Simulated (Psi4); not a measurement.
**OH (SMILES [OH]): UHF/STO-3G**

Aim: the vertical doublet–quartet gap of OH at UHF/STO-3G, from 2 runs. 

Program for the calculation: Psi4 1.11.

### 1 The structure to begin with

OH has 2 atoms, charge 0, and is taken as a doublet. SMILES: `[OH]`. Geometry: relaxed at PBE0-D4/def2-TZVP.

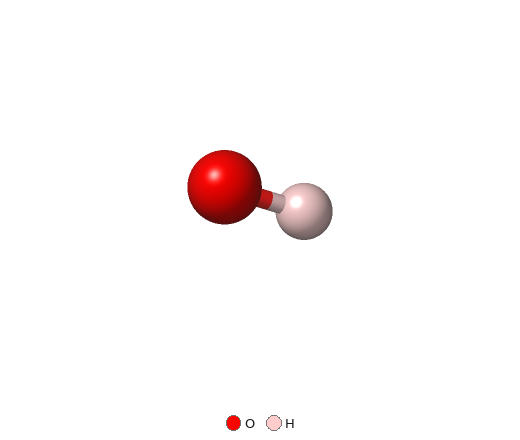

The structure, seen from a chosen angle (oxygen red, hydrogen pink).

### 2 Energy and forces at UHF/STO-3G

calc.in

```
memory 2200 MB

molecule {
  0 2
  O
  H 1 0.973071
  symmetry c1
}

set basis STO-3G
set reference uhf
set puream true
set e_convergence 1e-09
set d_convergence 1e-08
set scf_type pk
set maxiter 100

E, wfn = gradient('scf', return_wfn=True)
```

On the command line:

```console
$ psi4 -i calc.in -o calc.out -n 1
```

calc.out:

```text
[...]
  Running in c1 symmetry.
[...]
  Nuclear repulsion =    4.350574300703649
[...]
  Multiplicity = 2
[...]
  Nalpha       = 5
  Nbeta        = 4
[...]
    Number of basis functions: 6
[...]
   @UHF iter   1:   -74.34058243223238   -8.50065e-01   2.45935e-02 DIIS/ADIIS
[...]
   @UHF iter   8:   -74.36297957503200   -2.48122e-11   6.68970e-09 DIIS
[...]
   @S^2 Observed:                7.533255653E-01
[...]
    Orbital Energies [Eh]
    ---------------------
    Alpha Occupied:
       1A    -20.285885     2A     -1.291287     3A     -0.550278
       4A     -0.524466     5A     -0.429577
    Alpha Virtual:
       6A      0.616930
    Beta Occupied:
       1A    -20.257402     2A     -1.127091     3A     -0.502265
       4A     -0.377684
[...]
  @UHF Final Energy:   -74.36297957503200
   => Energetics <=
    Nuclear Repulsion Energy =              4.3505743007036486
    One-Electron Energy =                -112.0811724016970459
    Two-Electron Energy =                  33.3676185259614044
    Total Energy =                        -74.3629795750320000
  UHF NO Occupations:
  HONO-2 :    3  A 2.0000000
  HONO-1 :    4  A 1.9983358
[...]
 Multipole Moments:
 ------------------------------------------------------------------------------------
     Multipole            Electronic (a.u.)      Nuclear  (a.u.)        Total (a.u.)
 ------------------------------------------------------------------------------------
 L = 1.  Multiply by 2.5417464519 to convert [e a0] to [Debye]
 Dipole X            :          0.0000000            0.0000000            0.0000000
 Dipole Y            :         -0.0000000            0.0000000           -0.0000000
 Dipole Z            :         -0.3562709            0.8578758            0.5016049
 Magnitude           :                                                    0.5016049
[...]
  -Total Gradient:
     Atom            X                  Y                   Z
    ------   -----------------  -----------------  -----------------
       1       -0.000000000000     0.000000000000     0.051317731082
       2        0.000000000000    -0.000000000000    -0.051317731082
[...]
```

It took 1.1 s on 1 thread of Intel Xeon 6975P-C (Granite Rapids), shared host; peak memory 0.18 GiB.

### 3 The quartet at the same level

run.py

```python
import psi4

psi4.set_memory('2200 MB')
psi4.set_num_threads(1)
psi4.core.set_output_file('ho.out', False)

mol = psi4.geometry("""
0 4
O      0.415880    -0.133150     0.214550
H     -0.415880     0.133150    -0.214550
symmetry c1
""")

options = {'basis': 'STO-3G', 'reference': 'uhf', 'puream': True, 'e_convergence': 1e-09, 'd_convergence': 1e-08, 'scf_type': 'pk', 'maxiter': 100}
psi4.set_options(options)

e, wfn = psi4.gradient('hf', return_wfn=True)
psi4.oeprop(wfn, 'MULLIKEN_CHARGES', 'DIPOLE', 'LOWDIN_CHARGES', title='HF')
print('gradient / Eh bohr^-1')
print(e.np.round(6))
print(f'energy = {wfn.energy():.10f} Eh')
```

On the command line:

```console
$ python run.py
```

ho.out:

```text
[...]
  Running in c1 symmetry.
[...]
  Nuclear repulsion =    4.350574239688279
[...]
  Multiplicity = 4
[...]
  Nalpha       = 6
  Nbeta        = 3
[...]
    Number of basis functions: 6
[...]
   @UHF iter   1:   -73.99289862615345   -5.02381e-01   1.02638e-02 DIIS/ADIIS
[...]
   @UHF iter   6:   -73.99718397614785   -4.97380e-13   1.12210e-10 DIIS
[...]
   @S^2 Observed:                3.750000000E+00
[...]
    Orbital Energies [Eh]
    ---------------------
    Alpha Occupied:
       1A    -20.485510     2A     -1.473940     3A     -0.738172
       4A     -0.677644     5A     -0.677644     6A      0.037565
    Alpha Virtual:
    Beta Occupied:
       1A    -20.411010     2A     -1.070007     3A     -0.528653
    Beta Virtual:
       4A      0.277431     5A      0.277431     6A      0.796919
[...]
  @UHF Final Energy:   -73.99718397614785
   => Energetics <=
    Nuclear Repulsion Energy =              4.3505742396882789
    One-Electron Energy =                -110.6705010238923421
    Two-Electron Energy =                  32.3227428080562049
    Total Energy =                        -73.9971839761478520
  UHF NO Occupations:
  HONO-2 :    4  A 1.0000000
  HONO-1 :    5  A 1.0000000
[...]
  -Total Gradient:
     Atom            X                  Y                   Z
    ------   -----------------  -----------------  -----------------
       1       -0.000000000000    -0.000000000000    -0.591933442376
       2        0.000000000000     0.000000000000     0.591933442376
[...]
 Multipole Moments:
 ------------------------------------------------------------------------------------
     Multipole            Electronic (a.u.)      Nuclear  (a.u.)        Total (a.u.)
 ------------------------------------------------------------------------------------
 L = 1.  Multiply by 2.5417464519 to convert [e a0] to [Debye]
 Dipole X            :          0.0000000            0.0000000            0.0000000
 Dipole Y            :          0.0000000           -0.0000000            0.0000000
 Dipole Z            :          1.3704823           -0.8578758            0.5126065
 Magnitude           :                                                    0.5126065
[...]
  Mulliken Charges: (a.u.)
   Center  Symbol    Alpha    Beta     Spin     Total
       1     O     5.00000  2.73908  2.26092  0.26092
       2     H     1.00000  0.26092  0.73908 -0.26092
   Total alpha =  6.00000, Total beta =  3.00000, Total charge =  0.00000
  Lowdin Charges: (a.u.)
   Center  Symbol    Alpha    Beta     Spin     Total
       1     O     5.00000  2.68552  2.31448  0.31448
       2     H     1.00000  0.31448  0.68552 -0.31448
  Total alpha =  6.00000, Total beta =  3.00000, Total charge =  0.00000
```

On the terminal:

```text
gradient / Eh bohr^-1
[[-0.       -0.       -0.591933]
 [ 0.        0.        0.591933]]
energy = -73.9971839761 Eh
```

Run time: 1.1 s. Hardware: 1 thread of Intel Xeon 6975P-C (Granite Rapids), shared host; peak memory 0.18 GiB.

### 4 What came out

Level: UHF/STO-3G.

| quantity | value |
| --- | --- |
| doublet: total energy | -74.36298 Eh |
| doublet: dipole moment | 1.27 D |
| doublet: HOMO energy (highest over α and β) | -10.28 eV |
| doublet: LUMO energy (lowest over α and β) | 9.80 eV |
| doublet: ⟨S²⟩ | 0.753 |
| doublet: largest force on an atom | 2.639 eV/Å |
| quartet: total energy | -73.99718 Eh |
| quartet: dipole moment | 1.30 D |
| quartet: ⟨S²⟩ | 3.750 |
| quartet: largest force on an atom | 30.438 eV/Å |
| vertical energy of the quartet above the doublet | 9.954 eV |

At this shape the quartet lies 9.95 eV (960 kJ/mol) above the doublet. The largest force (doublet) is 2.64 eV/Å: the shape isn't a stationary point for this species at this level. In a minimal basis such a difference can be off by several eV, whatever the method.
